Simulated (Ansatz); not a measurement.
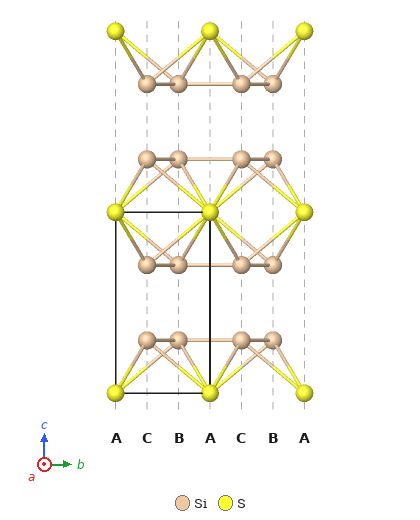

Projection along an edge of the hexagonal mesh, stacking direction c upwards. The dashed lines mark the three columns A (0, 0), B (1/3, 2/3) and C (2/3, 1/3). The sequence starts with the first layer at or above the cell's origin.

Si4S: the end point of a relaxation with Ansatz, DFT PBE, scalar-relativistic, plane waves, PAW; the starting structure was generated, so it need not be a known form of this composition.

Give the sequence of layers in one repeat, with element and column.

S(A) – Si(B)+Si(C) – Si(B)+Si(C) (three layers in 6.70 Å).
